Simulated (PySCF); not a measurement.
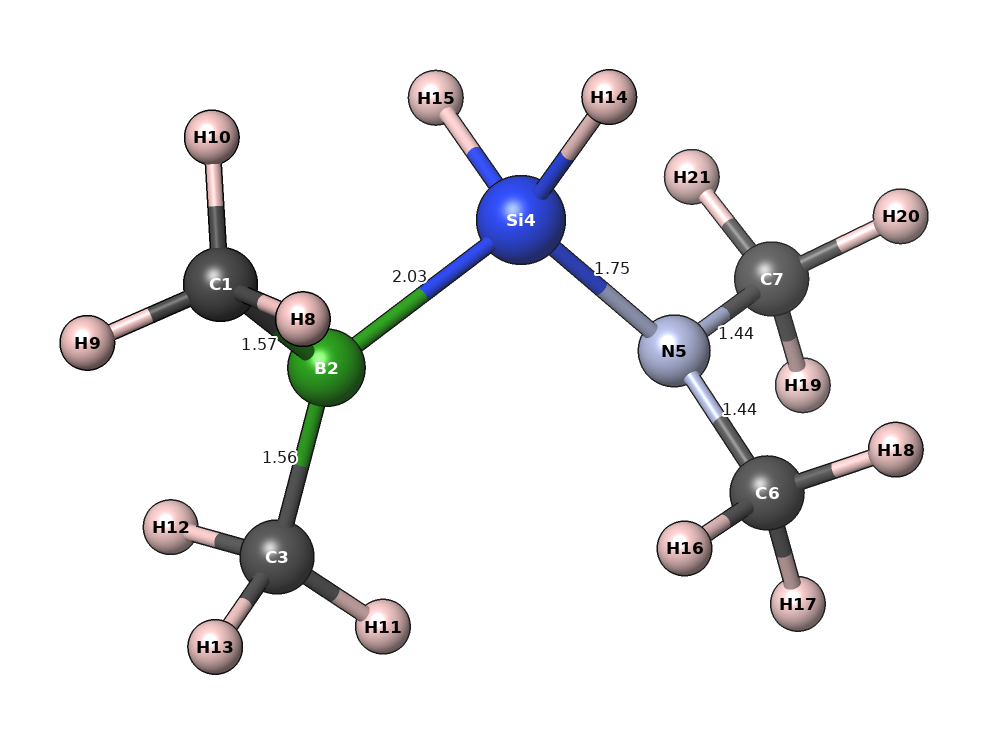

Bond lengths are marked in Å; every bond is drawn as one stick. Computed geometry: PBE0-D3(BJ)/def2-SVP optimisation. No frequency run is at hand to confirm it as a minimum.

**Assign a bond order to each marked bond.**

C1–B2 single; B2–C3 single; B2–Si4 single; Si4–N5 single; N5–C6 single; N5–C7 single.

**Write the SMILES.**

CB(C)[SiH2]N(C)C
